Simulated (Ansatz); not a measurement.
**CH7ClOSi2: one species, many methods**

How much do the methods differ for CH7ClOSi2? The plan is to run it at one geometry with functionals of several rungs and with coupled cluster. The yardstick is the atomisation energy at the CCSD(T) limit.

The runs use Ansatz 0.2.0, Gaussian basis; functionals in def2-TZVPP, the program's frozen cores in correlated methods.

The runs, in order: PBE-D4, r2SCAN-D4, PBE0-D4, B3LYP-D4, ωB97X-V, ωB97M-V, B2PLYP; CCSD(T)/def2-TZVPP; MP2/def2-QZVPP; extrapolation to the limit.

### 1 The relaxed structure

An earlier PBE0-D4 in a triple-zeta def2 set relaxation fixed the geometry.

12 atoms, charge 0, spin multiplicity 1.

Atoms are counted from 1 here; the program's logs count them from 0.

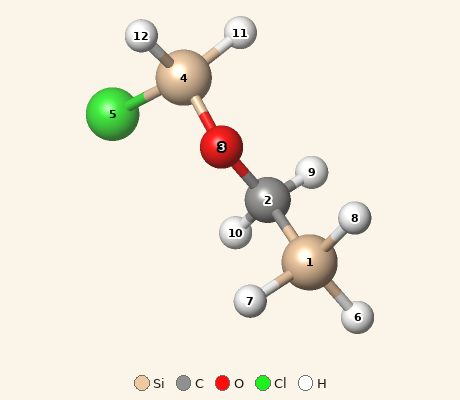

The structure; silicon light orange, carbon grey, oxygen red, chlorine green, hydrogen white; atoms are numbered from 1 in the order of the file.

### 2 PBE-D4 (GGA)

Input file in.yaml:

```yaml
crystal:
  periodic: [false, false, false]
  atoms:
    - {symbol: Si, position_ang: [-0.266772, 0.097989, 2.134253]}
    - {symbol: C, position_ang: [-0.170798, 0.536502, 0.298410]}
    - {symbol: O, position_ang: [0.288532, -0.601711, -0.425110]}
    - {symbol: Si, position_ang: [0.327960, -0.670687, -2.052887]}
    - {symbol: Cl, position_ang: [1.596286, 0.757337, -2.812933]}
    - {symbol: H, position_ang: [-0.743701, 1.294857, 2.878442]}
    - {symbol: H, position_ang: [1.075969, -0.294615, 2.630573]}
    - {symbol: H, position_ang: [-1.219976, -1.022787, 2.335486]}
    - {symbol: H, position_ang: [-1.158105, 0.854955, -0.062592]}
    - {symbol: H, position_ang: [0.511458, 1.382049, 0.148466]}
    - {symbol: H, position_ang: [-1.007504, -0.384101, -2.628643]}
    - {symbol: H, position_ang: [0.843753, -2.005088, -2.409265]}
basis:
  gaussian: {orbitals: def2-TZVPP}
hamiltonian: {xc: pbe, dispersion: d4}
output: {forces: true, orbitals: {seedname: orbitals}}
```

Started as:

```
ansatz run in.yaml --threads 4 --pin off --events-out ev --progress --plain --max-ram 10444MiB
```

Further steps of the session: r2SCAN-D4 (meta-GGA); PBE0-D4 (hybrid); B3LYP-D4 (hybrid); ωB97X-V (range-separated); ωB97M-V (range-separated); B2PLYP (double hybrid); CCSD(T) in def2-TZVPP; MP2 in def2-QZVPP.

Q: Predict the results of all the runs planned. Wanted: atomisation energy, CCSD(T)/CBS; farthest; mean size of error, hybrid; mean size of error, range-separated; gap, smallest and largest; T1 diagnostic; triples share of the correlation energy.

As calculated:

```
                               quantity                                 value
        atomisation energy, CCSD(T)/CBS                        971.9 kcal/mol
functionals within 4.9 kcal/mol (0.5 %)   PBE-D4, r2SCAN-D4, ωB97X-V, ωB97M-V
                               farthest               B2PLYP (-15.7 kcal/mol)
             mean size of error, hybrid                          8.2 kcal/mol
    mean size of error, range-separated                          2.4 kcal/mol
              gap, smallest and largest  6.47 eV (PBE-D4), 13.18 eV (ωB97X-V)
                          T1 diagnostic                                0.0111
triples share of the correlation energy                                 3.6 %
```

PBE-D4 is off by -1.5 kcal/mol. Double hybrids carry the basis error of their MP2 part in triple zeta, and no dispersion term here, so their miss is partly the set-up's. Misses under about 4.9 kcal/mol are within the doubt on the reference itself, which lacks core-valence correlation, relativity and higher excitations. Hartree-Fock recovers 75 % of the binding; the rest is correlation. Orbital gaps span 6.5 to 13.2 eV; exact exchange widens them.
